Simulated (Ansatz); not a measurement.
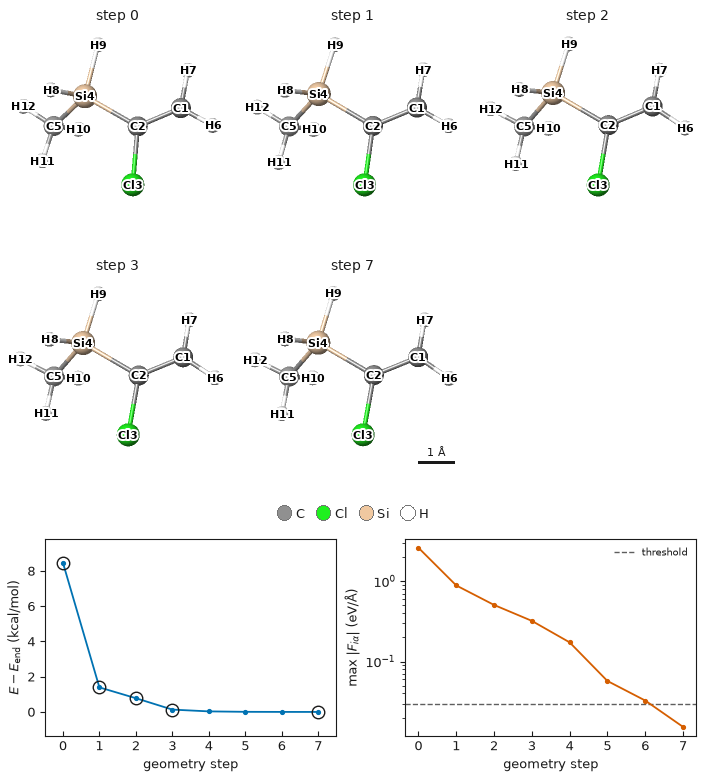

Frames of a relaxation of C3H7ClSi (coarse preliminary run), marked on the history of the run. The picture is a ball-and-stick view, seen at a tilt.

The start comes from a force field.

The calculation used Ansatz 0.2.0, RKS PBE-D4/def2-SVP.

The input:
```yaml
crystal:
  periodic: [false, false, false]
  atoms:
    - {symbol: C, position_ang: [1.049300, 1.478500, 1.316700]}
    - {symbol: C, position_ang: [0.860600, 0.283900, 0.798000]}
    - {symbol: Cl, position_ang: [2.267100, -0.715500, 0.710000]}
    - {symbol: Si, position_ang: [-0.698500, -0.372500, 0.182800]}
    - {symbol: C, position_ang: [-0.665300, -0.929100, -1.599600]}
    - {symbol: H, position_ang: [1.962700, 1.903700, 1.653600]}
    - {symbol: H, position_ang: [0.191100, 2.213600, 1.394200]}
    - {symbol: H, position_ang: [-1.154200, -1.507900, 1.032500]}
    - {symbol: H, position_ang: [-1.806600, 0.691300, 0.360300]}
    - {symbol: H, position_ang: [-0.368400, -0.091000, -2.207400]}
    - {symbol: H, position_ang: [0.054300, -1.725300, -1.688200]}
    - {symbol: H, position_ang: [-1.614900, -1.284900, -1.918900]}
basis:
  gaussian: {orbitals: def2-SVP}
hamiltonian: {xc: pbe, dispersion: d4}
relax: {f_tol: 0.03, max_steps: 200}
```

Run as
```bash
ansatz run in.yaml --threads 4 --pin off --events-out ev --progress --plain --max-ram 10444MiB
```

Q: Describe the path.

A: The largest move after the best rigid fit is that of H11, 0.15 Å. Largest moves by element: H 0.15 Å, Cl 0.14 Å, Si 0.11 Å, C 0.07 Å. Near-neighbour distances that change, for instance: C2–Si4 1.800 → 1.894 Å, C5–H12 1.063 → 1.108 Å, C1–H6 1.062 → 1.102 Å, Si4–H9 1.546 → 1.507 Å. Among the angles between lasting bonds that change: H6–C1–H7 111.7° → 118.1°, H8–Si4–H9 103.9° → 109.1°, C2–C1–H6 127.7° → 122.6°. After 7 geometry steps the energy has fallen by 8.47 kcal/mol. The largest force component goes from 2.6 to 0.015 eV/Å. The run took 11 s on 4 threads of Arm Neoverse V2 (shared host). From step 0 to 1: Cl3 moves most (0.09 Å), energy −7.08 kcal/mol. From step 1 to 2: H6 moves most (0.10 Å), energy −0.61 kcal/mol. From step 2 to 3: C1 moves most (0.07 Å), energy −0.65 kcal/mol. From step 3 to 7: Cl3 moves most (0.04 Å), energy −0.13 kcal/mol.
